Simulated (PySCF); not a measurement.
```yaml
atoms:
  - { symbol: C, position_ang: [-3.1783, 0.3196, -0.3454] }
  - { symbol: O, position_ang: [-2.4390, -0.7546, 0.1349] }
  - { symbol: C, position_ang: [-1.0647, -0.5262, 0.1426] }
  - { symbol: C, position_ang: [-0.1946, -1.4927, 0.6188] }
  - { symbol: C, position_ang: [1.1336, -1.0831, 0.5450] }
  - { symbol: C, position_ang: [1.3079, 0.1901, 0.0197] }
  - { symbol: Si, position_ang: [2.9444, 1.0056, -0.2370] }
  - { symbol: P, position_ang: [-0.2510, 0.9210, -0.4109] }
  - { symbol: H, position_ang: [-2.8877, 0.5732, -1.3745] }
  - { symbol: H, position_ang: [-4.2315, 0.0286, -0.3182] }
  - { symbol: H, position_ang: [-3.0224, 1.2162, 0.2711] }
  - { symbol: H, position_ang: [-0.5312, -2.4465, 1.0005] }
  - { symbol: H, position_ang: [1.9643, -1.6988, 0.8705] }
  - { symbol: H, position_ang: [3.8167, 0.9279, 0.9594] }
  - { symbol: H, position_ang: [2.8564, 2.4330, -0.5776] }
  - { symbol: H, position_ang: [3.7694, 0.3957, -1.3105] }
```

Geometry: GFN2-xTB.

These are results of PySCF 2.14.0, B3LYP/def2-SVPD, SCF density, gas phase, not measurements.

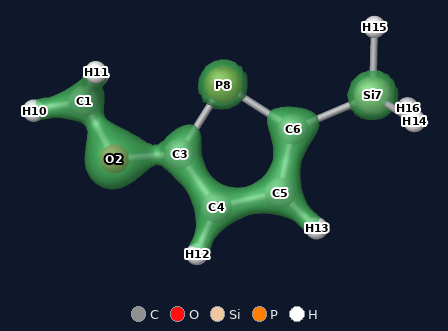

C$_{5}$H$_{8}$OPSi (SMILES COc1ccc([SiH3])[p-]1) (charge −1). Isosurface of the total electron density at 1.5 e/Å³ (green), seen across its widest extent.

What does this surface tell about the bonding?

Answer. At this value the surface falls into six separate pieces. It bridges the sampled C–C (1.38 Å) and C–O (1.39 Å) contacts, where the density stays above the isovalue. It is pinched off along the sampled C–P (1.75 Å) and C–Si (1.85 Å) contacts. On the grid the lowest density along these lines, outside the cores, is 2.1 e/Å³ (C–C, 1.38 Å), 1.8 e/Å³ (C–O, 1.39 Å), 1.1 e/Å³ (C–P, 1.75 Å) and 0.82 e/Å³ (C–Si, 1.85 Å).
